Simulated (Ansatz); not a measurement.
**Pressure series in hypothetical Pm-3n GaN**

Base system: GaN (space group Pm-3n, No. 223; a = 5.5714 Å; a hypothetical phase, not in the database extracts checked).

Cell and atoms are relaxed at each pressure.

Level of theory: PBE, PAW, 420 eV (Ansatz, a program for electronic structure; no SOC).

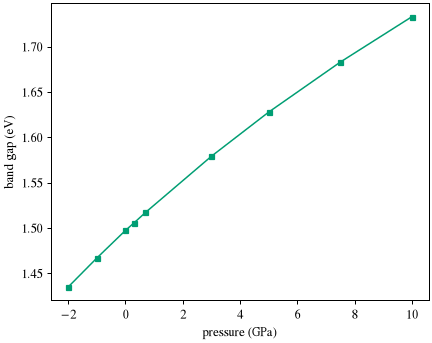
Band gap against pressure

Question: From the plot, what is the band gap for pressure −1 GPa?

Answer: About 1.47 eV.

Question: Is the trend monotonic over the range shown?

Answer: Yes, it rises throughout, spanning 1.43 eV to 1.73 eV.

Load acts through the strain it causes; cell and atoms are relaxed under it. No phonon test of stability was made. Competing high-pressure phases were not computed.
